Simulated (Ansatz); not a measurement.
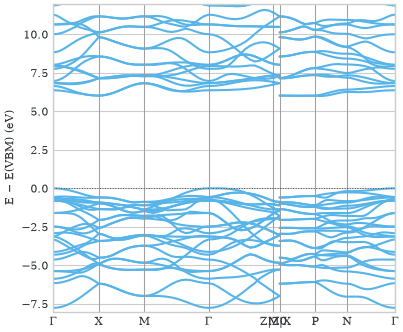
Band structure from r²SCAN in the plane-wave PAW code Ansatz

The gap is 6.00 eV; an edge lies off the plotted path or next to a special point (maximum at Γ, minimum off the standard path).

The material is HfSiO4 in space group I4_1/amd (No. 141; O on 16h, Si on 4b, Hf on 4a).

Symmetry was held in the r²SCAN relaxation. No spin polarisation was allowed. Scalar-relativistic: spin–orbit coupling is off unless named, which matters more the heavier the elements.

Potentials: the later of the program's two PAW sets.
